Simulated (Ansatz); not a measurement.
Method: PBE (plane waves to 420 eV, PAW; Ansatz, a quantum-chemistry and plane-wave program).

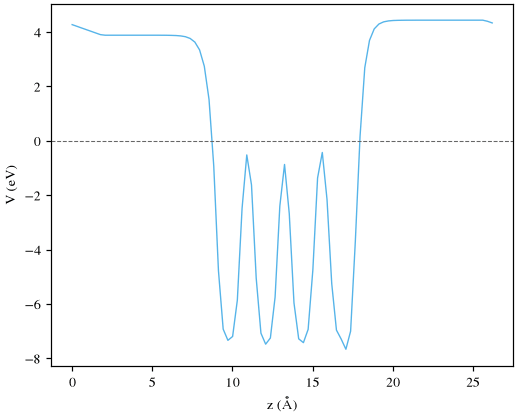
Figure: Planar average of the electrostatic potential across the slab, in eV from the Fermi level, for N on the 1x1 (111) surface of fcc Al, one in a 2x2 cell, started at the site 'hollow Al-Al-Al over Al at depth 4.6 Å'

Set-up: 17 atoms, 7.0 Å thick at the start under the adsorbate (thin: gaps and levels are the slab's own); mesh 6x6x1; 0.1 eV smearing; dipole correction on; 8 atoms held, the rest relaxed; start symmetry kept, larger cells not searched; spin-polarised, no spin-orbit, no U, no dispersion correction. The starting moment vanished. At the end it is bonded to 3 Al. In PBE it is, or lies within 0.03 eV of, the lowest of the starts that converged.

The vacuum level lies 4.44 eV above the Fermi level over the top face and 3.88 eV above it under the bottom face.
